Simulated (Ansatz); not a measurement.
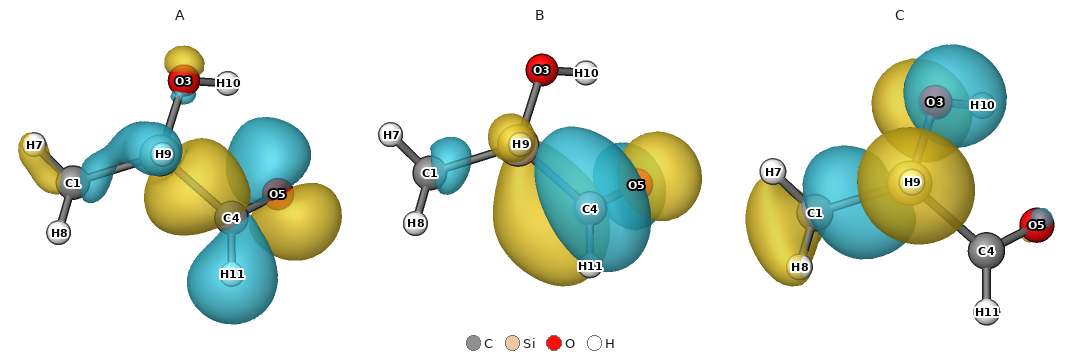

*C2H6O2Si. Three frontier orbitals at ±0.1 Å⁻³ᐟ² (yellow and cyan are the two phases), in no order.*

Geometry: PBE0-D4/def2-TZVP.

Level of theory: Ansatz 0.2.0, RKS PBE0-D4/def2-TZVPP.

Input file:

```
crystal:
  periodic: [false, false, false]
  atoms:
    - {symbol: C, position_ang: [-0.779111, 1.235793, 0.656967]}
    - {symbol: Si, position_ang: [0.265437, -0.286893, 0.455358]}
    - {symbol: O, position_ang: [1.858147, 0.067673, 0.295751]}
    - {symbol: C, position_ang: [-0.143705, -1.216162, -1.180104]}
    - {symbol: O, position_ang: [0.753669, -1.390785, -1.974661]}
    - {symbol: H, position_ang: [-0.667485, 1.907792, -0.196533]}
    - {symbol: H, position_ang: [-0.483624, 1.778248, 1.558384]}
    - {symbol: H, position_ang: [-1.835097, 0.970575, 0.757068]}
    - {symbol: H, position_ang: [0.023592, -1.223386, 1.587911]}
    - {symbol: H, position_ang: [2.235209, -0.300345, -0.511982]}
    - {symbol: H, position_ang: [-1.161532, -1.599610, -1.427460]}
basis:
  gaussian: {orbitals: def2-TZVPP}
hamiltonian: {xc: pbe0, dispersion: d4}
output: {orbitals: {seedname: orbitals}}
```

Command:

```sh
ansatz run in.yaml --threads 4 --pin off --events-out ev --progress --plain --max-ram 10444MiB
```

Which picture is the HOMO−1, the HOMO and the LUMO?

C is the HOMO−1 (−8.71 eV). It lies mainly on O3 (about 40 %), Si2 (about 20 %), C1 (about 20 %) and H9 (about 15 %). A is the HOMO (−7.15 eV). By Hirshfeld shares it lies mainly on O5 (about 45 %), C4 (about 20 %), Si2 (about 15 %) and H11 (about 10 %). B is the LUMO (−1.66 eV). Its weight (Hirshfeld) is mainly on C4 (about 45 %), O5 (about 30 %) and Si2 (about 15 %); π-antibonding (π*) across C4–O5.

What is the HOMO–LUMO gap?

5.49 eV between the orbital energies.
